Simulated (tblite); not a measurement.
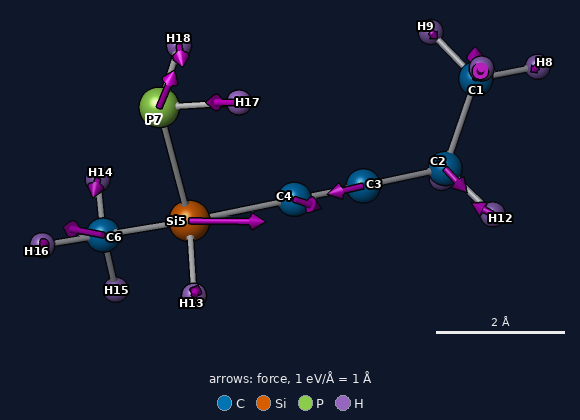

Starting geometry of C5H11PSi with the computed forces as purple arrows. The picture is a ball-and-stick view, seen from a free direction.

These are results of GFN2-xTB geometry optimisation, gas phase (tblite 0.8.0), not measurements. 

Is this structure relaxed? If not, where do the atoms go?

Answer. It isn't relaxed: the largest force vector, on the Si atom, is 1.34 eV/Å. The final displacements follow the starting forces only in part (cosine between the two patterns 0.39). The energy falls by 9.85 kJ/mol in 35 geometry steps. An H atom moves most after the best rigid fit: 0.11 Å. Largest moves by element: H 0.11 Å, P 0.06 Å, C 0.06 Å, Si 0.06 Å. Near-neighbour distances that change, for instance: C–Si 1.856 → 1.902 Å, H–P 1.420 → 1.383 Å, P–Si 2.231 → 2.258 Å, C–Si 1.868 → 1.850 Å. Among the angles between lasting bonds that change: C–Si–P 106.3° → 111.2°, C–Si–H 111.1° → 108.3°, C–C–Si 179.0° → 176.2°. The run took 0.23 s on 1 thread of Arm Neoverse V2 (shared host).
